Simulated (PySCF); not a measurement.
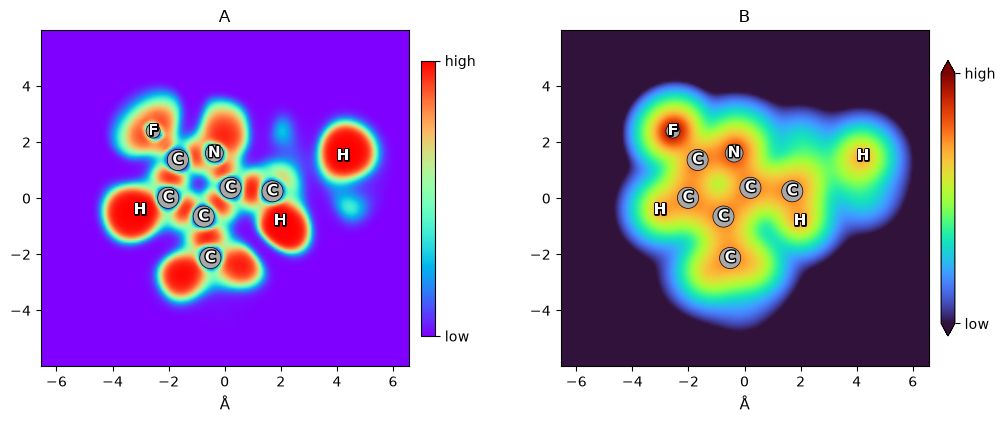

C₁₀H₁₅FN (charge −1): 2 fields on the plane of atoms C4, C9 and C10, with unlabelled colour scales. Grey discs cover the atomic cores.

Geometry: PBE0-D3(BJ)/def2-SVP.

The calculation used PySCF 2.14.0, PBE0/pcSseg-1, SCF density, gas phase, non-relativistic.

```xyz
27

C     3.4180    0.7962   -0.3084
C     2.1580    1.5190    0.1393
C     1.3332    0.7239    1.1628
C     0.8072   -0.5860    0.6604
C     1.4410   -1.8631    0.7616
C     0.5684   -2.7179    0.0903
F     0.7463   -4.0534   -0.0662
N    -0.5075   -2.1307   -0.4100
C    -0.3704   -0.8146   -0.0696
C    -1.4258    0.1722   -0.4659
C    -2.8318   -0.2667   -0.0620
C    -3.9385    0.6334   -0.5894
H     3.1589   -0.2032   -0.6919
H     4.1130    0.6504    0.5368
H     3.9573    1.3507   -1.0948
H     1.5191    1.7134   -0.7401
H     2.4226    2.5097    0.5594
H     0.4992    1.3672    1.5001
H     1.9605    0.5564    2.0597
H     2.3748   -2.1159    1.2661
H    -1.4249    0.3326   -1.5655
H    -1.2007    1.1599   -0.0230
H    -2.9608   -1.3010   -0.4207
H    -2.8820   -0.3259    1.0397
H    -4.9401    0.2885   -0.2815
H    -3.8215    1.6710   -0.2302
H    -3.9265    0.6727   -1.6921
```

**Match the panels to the quantities (electron density and electron localisation function).**

Panel A: electron localisation function. Panel B: electron density. From the grid: C–N (1.32 Å): ρ at the midpoint is about 2.5 e/Å³; the ELF peaks at about 0.90 between the atoms (a covalent bond). C–F (1.36 Å): the density is about 2.2 e/Å³ at the midpoint, with its minimum of 1.7 e/Å³ about 0.5 Å from C; the ELF peaks at about 0.85 between the atoms (a polar covalent bond).
